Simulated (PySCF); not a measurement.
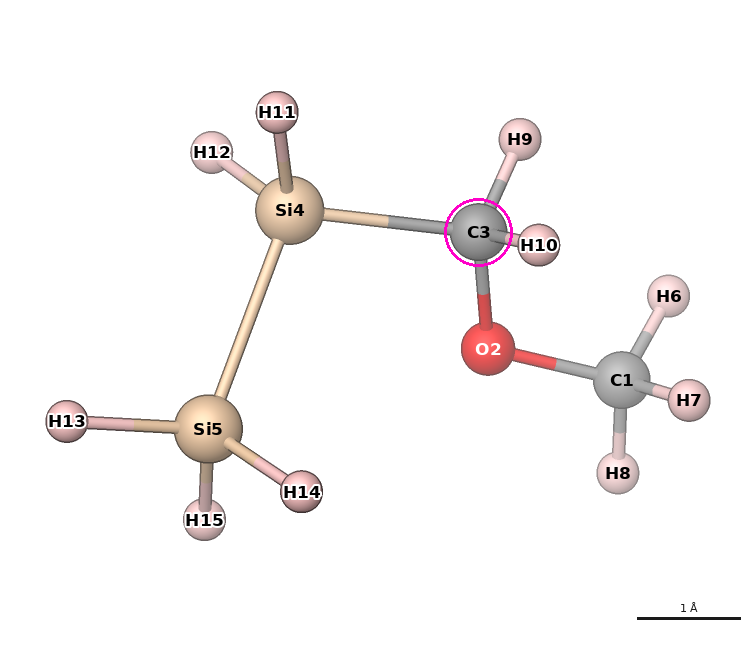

Orthographic view. Depth is shown by fading: the farther an atom, the more it takes the colour of the background. The geometry was computed by an optimisation with PBE0-D3(BJ)/def2-SVP. No frequency run is at hand to confirm it as a minimum.

Which atoms are bonded to the circled atom?

The circled atom is C3; it is bonded to O2, Si4, H9, H10.

Of Si5 and H15, which is nearer the viewer?

Si5; the bond to H15 points away from the viewer, so it looks shorter than its 1.49 Å.

What is the shortest path along bonds from the circled atom to H14?

C3–Si4–Si5–H14, 3 bonds; through space the two are 3.67 Å apart.

Which two atoms are farthest apart in space?

H6 and H13, 6.88 Å.
